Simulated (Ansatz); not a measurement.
System: C2H2Si.

```xyz
5

C     0.4264    0.8959   -0.0060
C    -0.4618    0.9161    1.0025
Si   -0.7349   -0.5246   -0.1048
H    -0.6529    1.5669    1.8527
H     1.2584    1.5234   -0.3172
```

Geometry: B3LYP/6-31G*.

These are results of Ansatz, isolated molecule in a Gaussian basis; Kohn-Sham density functional theory, functional PBE0, not measurements.

### Predict the electron density and electron localisation function between the atoms.

C–C (1.34 Å): ρ at the midpoint is about 2.3 e/Å³; the ELF peaks at about 0.90 between the atoms; a short, multiple covalent bond.
C–Si (1.84 Å): ρ is about 0.87 e/Å³ halfway; the ELF peaks at about 0.80 between the atoms; localised, covalent bonding.
C–H (1.09 Å): ρ is about 2 e/Å³ halfway; the ELF climbs to about 1 towards the hydrogen, as it does in any bond to H (a covalent bond by its length).

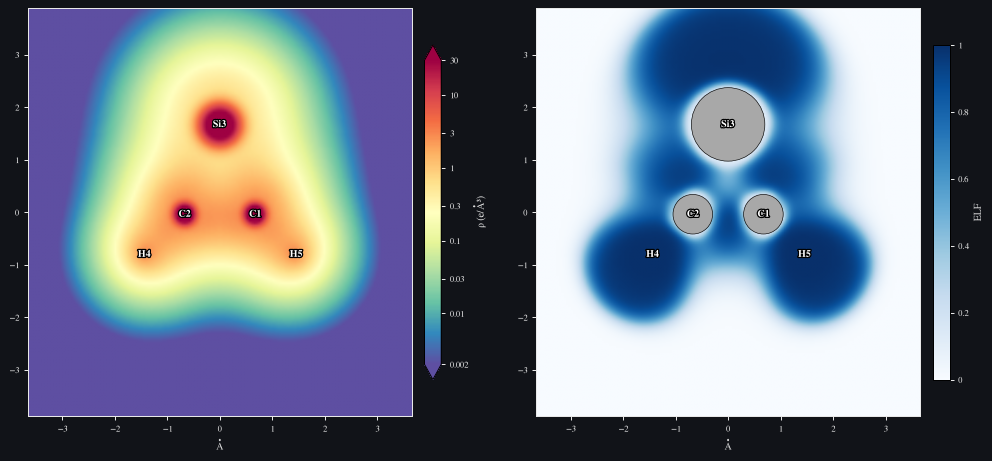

Computed electron density and electron localisation function on the molecular plane, in this order. Grey discs cover the atomic cores in the ELF map. 
